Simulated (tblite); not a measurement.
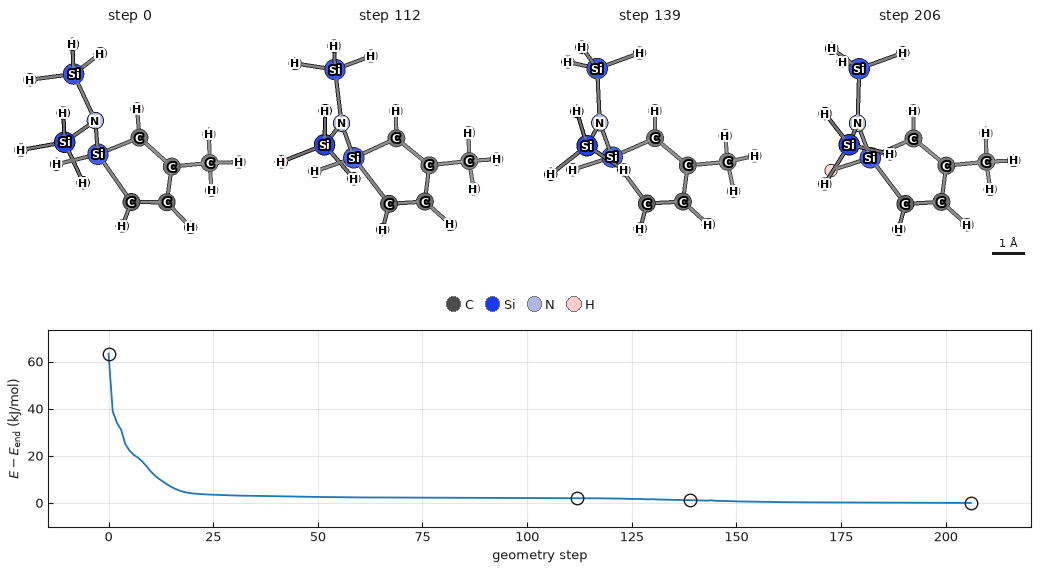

Frames of a relaxation of C5H13NSi3, marked on the history of the run. The picture is a ball-and-stick view, seen from a free direction.

These are results of GFN2-xTB geometry optimisation, gas phase in tblite, not measurements. 

Describe the path.

Answer. The energy falls by 63.4 kJ/mol in 206 geometry steps. The atom that moves furthest after the best rigid fit is an H atom (1.47 Å). By element the largest moves are H 1.47 Å, N 0.60 Å, Si 0.33 Å, C 0.22 Å. Some distances before and after: Si–Si 2.743 → 3.057 Å, N–Si 1.682 → 1.743 Å, H–Si 1.493 → 1.462 Å, C–C 1.366 → 1.340 Å. Among the angles between lasting bonds that change: Si–N–Si 108.4° → 122.6°, Si–N–Si 109.5° → 118.5°, Si–N–Si 110.6° → 118.6°. From step 0 to 112: H atoms move most (0.61 Å), energy −61.4 kJ/mol. From step 112 to 139: an H atom moves most (0.56 Å), energy −0.83 kJ/mol. From step 139 to 206: an H atom moves most (0.58 Å), energy −1.18 kJ/mol.
